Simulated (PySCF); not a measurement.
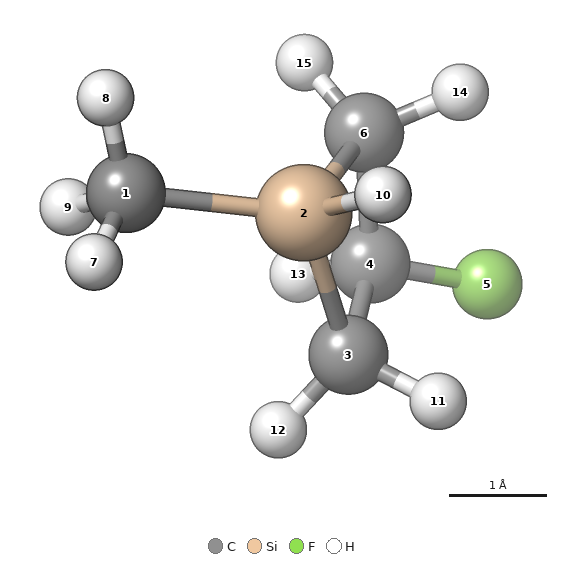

Fig. 1: The structure (ball-and-stick view, seen at a tilt; atoms are numbered from 1 in the order of the input).

NMR shielding calculation, with input and output: C₄H₉FSi

- system: C₄H₉FSi
- method: GIAO LDA/pcSseg-1 NMR shielding, non-relativistic, IEF-PCM chloroform (PySCF 2.14.0)

The geometry comes from this level: GFN2-xTB. It belongs to a series of runs on one base structure; here: solvent chloroform; LDA/pcSseg-1; guess vsap. Figures and captions count atoms from 1; the log counts them from 0 in places.

**Input file**
```
{"job": {"kind": "nmr", "xc": "LDA", "basis": "pcSseg-1", "solvent": "chloroform", "pop": false, "scf": {"guess": "vsap"}}, "charge": 0, "multiplicity": 1}
C      2.213143    -0.161015     0.083683
Si     0.552941     0.735547     0.266913
C     -0.704512     0.441271    -1.148565
C     -1.513633    -0.511972    -0.257985
F     -2.858747    -0.200976    -0.242745
C     -0.843979    -0.274988     1.102764
H      2.849088     0.346932    -0.634436
H      2.745081    -0.186094     1.029415
H      2.082143    -1.185809    -0.252087
H      0.712380     2.121890     0.716808
H     -1.302386     1.315526    -1.394954
H     -0.375797    -0.006539    -2.082482
H     -1.456841    -1.554966    -0.585000
H     -1.496841     0.318997     1.737677
H     -0.606454    -1.189814     1.639082
```

The first line tells a small driver script what to run in PySCF; the rest is the geometry in Å.

Run on 1 CPU thread, shared host.

Launched with:
```bash
OMP_NUM_THREADS=1 python <driver script> task.json out
```

**Output**
```
final grid: 116712 points
cycle   1  E = -539.2657475891  dE =  3.152e+00  |g| = 3.760e+00  |ddm| = 9.891e+00
cycle   2  E = -519.1564607455  dE =  2.011e+01  |g| = 9.256e+00  |ddm| = 1.182e+01
cycle   3  E = -542.3701677122  dE = -2.321e+01  |g| = 2.771e+00  |ddm| = 6.644e+00
cycle   4  E = -543.5456612913  dE = -1.175e+00  |g| = 1.392e+00  |ddm| = 2.287e+00
cycle   5  E = -543.8490632806  dE = -3.034e-01  |g| = 2.757e-01  |ddm| = 8.582e-01
cycle   6  E = -543.8590248087  dE = -9.962e-03  |g| = 1.483e-01  |ddm| = 2.806e-01
cycle   7  E = -543.8643365403  dE = -5.312e-03  |g| = 2.915e-02  |ddm| = 1.557e-01
cycle   8  E = -543.8644888409  dE = -1.523e-04  |g| = 1.310e-02  |ddm| = 3.404e-02
cycle   9  E = -543.8645329860  dE = -4.415e-05  |g| = 2.795e-03  |ddm| = 1.575e-02
cycle  10  E = -543.8645346543  dE = -1.668e-06  |g| = 1.131e-03  |ddm| = 3.453e-03
cycle  11  E = -543.8645349449  dE = -2.906e-07  |g| = 2.313e-04  |ddm| = 9.875e-04
cycle  12  E = -543.8645349581  dE = -1.324e-08  |g| = 4.211e-05  |ddm| = 2.603e-04
cycle  13  E = -543.8645349586  dE = -4.640e-10  |g| = 6.957e-06  |ddm| = 5.340e-05
converged SCF energy = -543.8645349586

GIAO shielding tensors (ppm)
atom      isotropic    diamagn.    paramagn.     s11        s22        s33       span
  0 C      187.287     252.734     -65.446    182.660    187.517    191.685      9.025
  1 Si     351.111     881.246    -530.135    278.714    346.096    428.522    149.808
  2 C      156.195     254.473     -98.278    129.050    149.984    189.552     60.501
  3 C       85.376     248.653    -163.277     45.805     67.879    142.445     96.640
  4 F      318.923     471.152    -152.229    256.747    344.773    355.248     98.500
  5 C      156.178     254.475     -98.297    129.068    149.924    189.542     60.474
  6 H       30.771      28.681       2.091     26.374     27.694     38.247     11.873
  7 H       30.773      28.690       2.083     26.378     27.696     38.245     11.868
  8 H       30.977      30.895       0.082     26.278     29.140     37.513     11.234
  9 H       25.962      28.658      -2.696     22.228     24.809     30.848      8.620
 10 H       29.260      30.270      -1.010     26.297     27.706     33.777      7.480
 11 H       29.145      30.737      -1.592     25.668     27.097     34.670      9.002
 12 H       25.462      30.729      -5.267     22.332     26.518     27.535      5.203
 13 H       29.263      30.275      -1.013     26.302     27.712     33.774      7.472
 14 H       29.144      30.738      -1.595     25.664     27.095     34.673      9.009
```

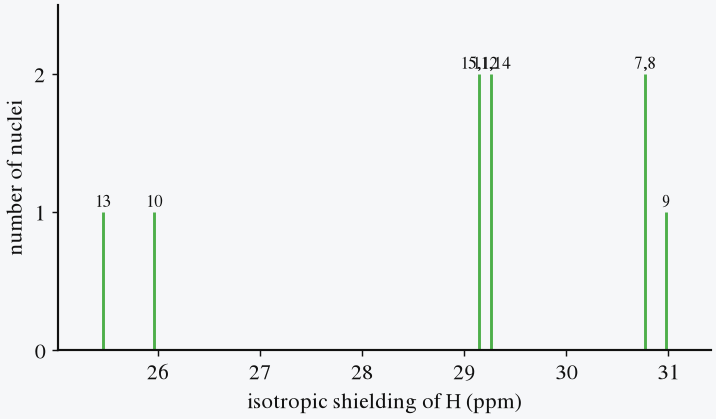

Fig. 2: Isotropic shieldings of the hydrogen nuclei in this fixed geometry, labelled by atom number; shielding grows to the right, so chemical shift grows to the left. The least shielded is H13 (25.5 ppm), the most shielded H9 (31.0 ppm).

**Summary**

| quantity | value |
| --- | --- |
| outcome | converged |
| total energy | −543.864535 hartree |
| HOMO | −6.73 eV |
| LUMO | −0.06 eV |
| dipole moment | 2.72 D |
| isotropic shielding, C | 85.4 to 187.3 ppm |
| isotropic shielding, Si | 351.1 ppm |
| isotropic shielding, F | 318.9 ppm |
| isotropic shielding, H | 25.5 to 31.0 ppm |
| wall time | 25 s |
| peak memory | 0.78 GiB |

Settings chosen away from the usual ones: solvent chloroform; LDA/pcSseg-1; guess vsap.
